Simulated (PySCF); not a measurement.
Molecule: H2Cl2GeO, SMILES [GeH]([OH])([Cl])[Cl]. Atoms near the plane z = 0.0 Å, at the PBE0/def2-SVP optimised geometry (x, y, z in Å): Ge1 (-0.8, -0.7, 0.0), O2 (-1.4, 0.9, 0.0), Cl3 (1.4, -0.7, 0.0), H6 (-1.1, 1.4, -0.8).

Method: PBE0/def2-TZVP (PySCF). Cells within 0.4 Å of a nucleus heavier than hydrogen are left out (blank, or x). The values are rescaled to run from 0 to 1.

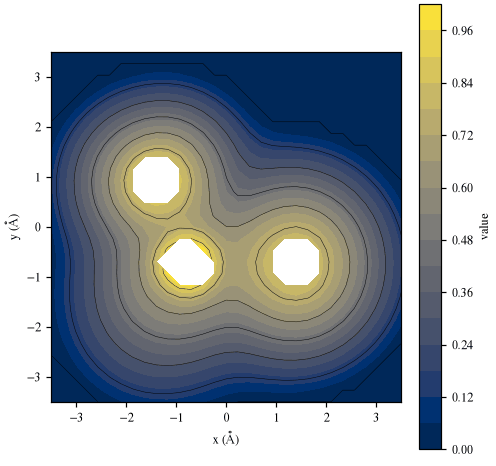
Figure: a field on the plane z = 0.0 Å.

Problem. Which quantity is mapped?
(A) electrostatic potential
(B) electron localisation function
(C) an orbital amplitude
(D) log10 of the electron density

Solution. D, log10 of the electron density. In full: log10 of the electron density (e/bohr³), floored at −4.
